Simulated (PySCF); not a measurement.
C₂H₁₁BO₅Si₂, SMILES O[Si](C)(C)O[SiH2]OB(O)O at its GFN2-xTB optimised geometry (Å):

```
21

Si    -0.2529    -0.7961     0.0000
C     -0.9740    -1.7903    -1.4492
C     -0.7795     1.0227     0.0000
O      1.3762    -0.7961     0.0000
O     -0.7402    -1.5191     1.3865
Si    -1.8073    -2.4706     2.1235
O     -1.4921    -2.2189     3.6880
B     -1.9514    -2.6579     4.8718
O     -2.9335    -3.5931     4.9250
O     -1.4384    -2.1738     6.0374
H     -0.6365    -1.4092    -2.4075
H     -2.0586    -1.7594    -1.4442
H     -0.6826    -2.8353    -1.3882
H     -0.4382     1.5248     0.8997
H     -0.3605     1.5493    -0.8507
H     -1.8592     1.1206    -0.0455
H      1.8592    -1.5493     0.3317
H     -3.1682    -2.0442     1.8092
H     -1.5157    -3.8585     1.7699
H     -3.1824    -3.8318     5.8187
H     -0.7532    -1.5169     5.9209
```

Calculation: B3LYP/def2-SVP run with PySCF. Cells within 0.4 Å of a nucleus heavier than hydrogen are left out (blank, or x).

Map of the HOMO−1 amplitude (bohr^(-3/2)) on the plane z = 0.0 Å; orbital energy -8.25 eV, overall sign arbitrary:

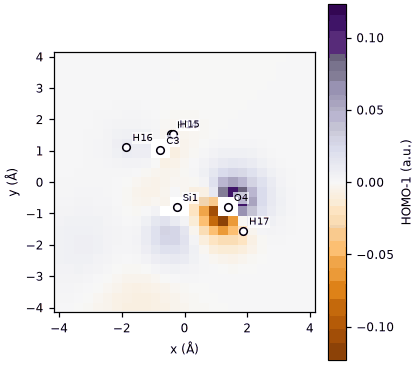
Figure: HOMO−1 amplitude (bohr^(-3/2)) on the plane z = 0.0 Å.
